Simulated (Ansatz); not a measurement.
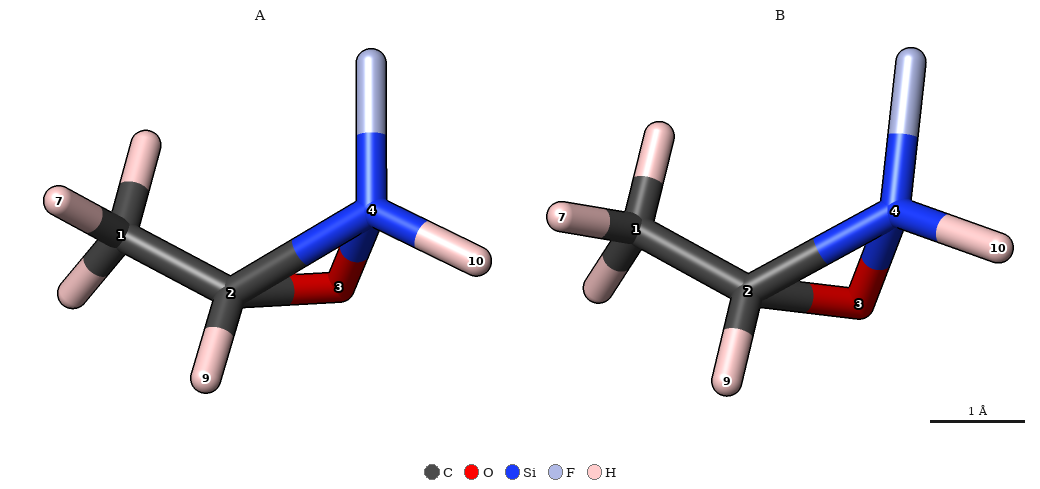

Two geometries of C2H5FOSi (coarse preliminary run), drawn at one scale. One is the start of a relaxation, the other its converged end. The picture is a stick view, seen at a tilt.

Computed with RKS PBE-D4/def2-SVP (Ansatz 0.2.0). Settings: force threshold 0.03 eV/Å; at most 200 steps.

> Which geometry has the lower energy?

Structure B is the relaxed one. The start comes from a force field. An H atom moves most after the best rigid fit: 0.25 Å. Largest moves by element: H 0.25 Å, F 0.21 Å, O 0.18 Å, Si 0.17 Å, C 0.10 Å. Near-neighbour distances that change, for instance: C–O 1.433 → 1.518 Å, H–Si 1.406 → 1.488 Å, C–H 1.039 → 1.111 Å, C–C 1.440 → 1.508 Å. Bond angles that change, for instance: O–Si–F 103.2° → 117.0°, F–Si–H 120.3° → 107.4°, O–C–H 121.9° → 110.8°. The energy falls by 15.6 kcal/mol in 6 accepted moves (7 points after the start). Largest force component: 3.8 eV/Å at the start, 0.026 eV/Å at the end. The line search rejected the trial step at point 4 of the run.
